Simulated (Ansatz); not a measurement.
**A computed series for Pt: pressure series**

Consider Pt in the fcc (Cu type) structure (space group Fm-3m, No. 225).

```cif
data_Pt
_chemical_formula_sum 'Pt1'
_space_group_name_H-M_alt 'P 1'
_space_group_IT_number 1
_cell_length_a 2.77063
_cell_length_b 2.77063
_cell_length_c 2.77063
_cell_angle_alpha 60.000
_cell_angle_beta 60.000
_cell_angle_gamma 60.000
loop_
_space_group_symop_operation_xyz
  'x, y, z'
loop_
_atom_site_label
_atom_site_type_symbol
_atom_site_fract_x
_atom_site_fract_y
_atom_site_fract_z
_atom_site_occupancy
Pt1 Pt 0.00000 0.00000 0.00000 1
```

Cell and atoms are relaxed at each pressure.

Calculations: Ansatz (an electronic-structure program), PBEsol, PAW, cutoff 420 eV, scalar-relativistic without spin-orbit coupling.

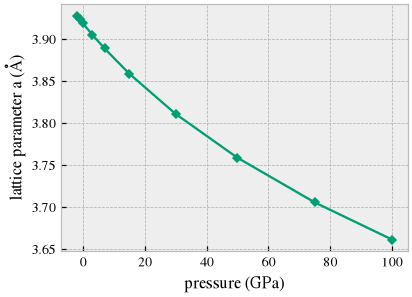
*Lattice parameter a against pressure*

| pressure (GPa) | lattice parameter a |
|---|---|
| -2 | 3.928 Å |
| -1 | 3.923 Å |
| 3 | 3.905 Å |
| 7 | 3.888 Å |
| 15 | 3.858 Å |
| 30 | 3.811 Å |
| 50 | 3.758 Å |
| 75 | 3.705 Å |
| 100 | 3.661 Å |

Load acts through the strain it causes; cell and atoms are relaxed under it. Whether these cells are dynamically stable was not tested. Competing high-pressure phases were not computed. All final runs are without spin polarisation.
